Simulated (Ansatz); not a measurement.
Response to strain in TiC

Base system: TiC in the rock salt structure (space group Fm-3m, No. 225; a = 4.261 Å; relaxed with 0.1 eV smearing). Axes: x, y, z lie along the cube axes.

Strains are applied to the cell and any free atomic positions relax.

Level of theory: LDA in Ansatz (plane waves to 420 eV, PAW, scalar-relativistic without spin-orbit coupling).

Notes on the quantities. pressure: mean of the normal stresses, compression positive.

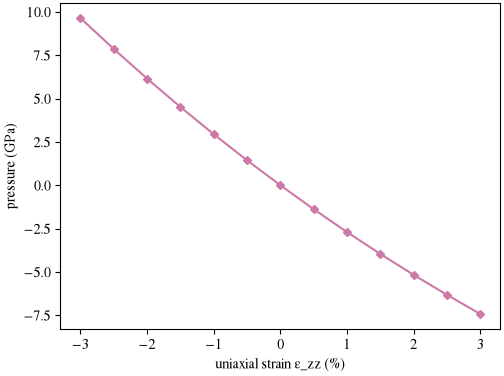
Fig. 1. Pressure against uniaxial strain ε_zz

**Question.** From the plot, what is the pressure for uniaxial strain ε_zz = +2.00 %?

**Answer.** About -5 GPa.

**Question.** Is the trend monotonic over the range shown?

**Answer.** Yes, it falls throughout, spanning -7.4 GPa to 9.6 GPa.

No phonon test of stability was made. All final runs are without spin polarisation.

Ansatz is an electronic-structure program.
